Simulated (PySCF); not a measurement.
```yaml
atoms:
  - { symbol: C, position_ang: [0.1067, 2.8831, 0.3451] }
  - { symbol: C, position_ang: [-0.6612, 1.8412, 0.6141] }
  - { symbol: Si, position_ang: [-0.4182, 0.1545, -0.1852] }
  - { symbol: N, position_ang: [-1.7381, -0.8000, 0.3729] }
  - { symbol: C, position_ang: [-1.8927, -2.1896, 0.0164] }
  - { symbol: N, position_ang: [1.0042, -0.6820, 0.3586] }
  - { symbol: Si, position_ang: [2.6540, -0.2746, 0.0501] }
  - { symbol: H, position_ang: [-0.0178, 3.8445, 0.8221] }
  - { symbol: H, position_ang: [0.9057, 2.8176, -0.3760] }
  - { symbol: H, position_ang: [-1.4469, 1.9617, 1.3510] }
  - { symbol: H, position_ang: [-0.2526, 0.2773, -1.6413] }
  - { symbol: H, position_ang: [-2.6327, -0.3415, 0.4542] }
  - { symbol: H, position_ang: [-0.9065, -2.6417, -0.0465] }
  - { symbol: H, position_ang: [-2.3916, -2.3241, -0.9496] }
  - { symbol: H, position_ang: [-2.4733, -2.7116, 0.7804] }
  - { symbol: H, position_ang: [0.8500, -1.2552, 1.1732] }
  - { symbol: H, position_ang: [2.8022, -0.1352, -1.3980] }
  - { symbol: H, position_ang: [3.0597, 0.9773, 0.7030] }
  - { symbol: H, position_ang: [3.4392, -1.3926, 0.5783] }
```

Geometry: GFN2-xTB.

Method: PySCF 2.14.0, PBE0/pcSseg-1, SCF density, gas phase, non-relativistic.

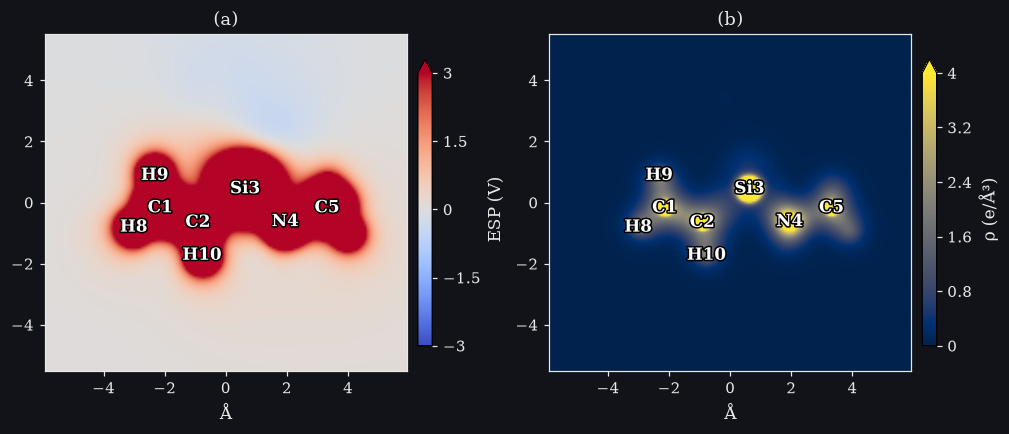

C₃H₁₂N₂Si₂. (a) electrostatic potential; (b) electron density on the plane of atoms C2, C1 and H9.

**Read the bonding off the picture.**

The section cuts through C, Si, N and H sites.
C–C (1.32 Å): ρ is about 2.3 e/Å³ halfway.
C–N (1.44 Å): ρ at the midpoint is about 1.9 e/Å³.
Si–N (1.72 Å): ρ is about 1.1 e/Å³ halfway.
C–Si (1.88 Å): ρ is about 0.96 e/Å³ halfway.
C–H (1.08 Å): ρ is about 2 e/Å³ halfway.
Outside the dense part of the molecule the potential is most negative (−0.5 V) near H11, which lies off the plane.
